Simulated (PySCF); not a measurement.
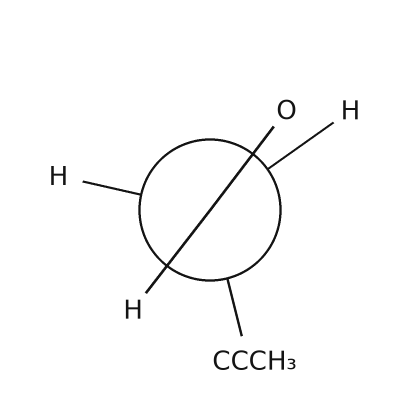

A Newman projection along the C–Si bond, carbon in front; angles are drawn as computed, but eclipsed bonds slightly apart. The geometry was computed by an optimisation with GFN2-xTB. No frequency run is at hand to confirm it as a minimum.

Question: Which molecule is it?

Answer: C4H6OSi, CC#C[SiH2]C=O

Question: What is the torsion angle from the front O to the back CCCH3? The sign is positive where the front bond must turn clockwise to cover the back bond.

Answer: 128°, anticlinal.
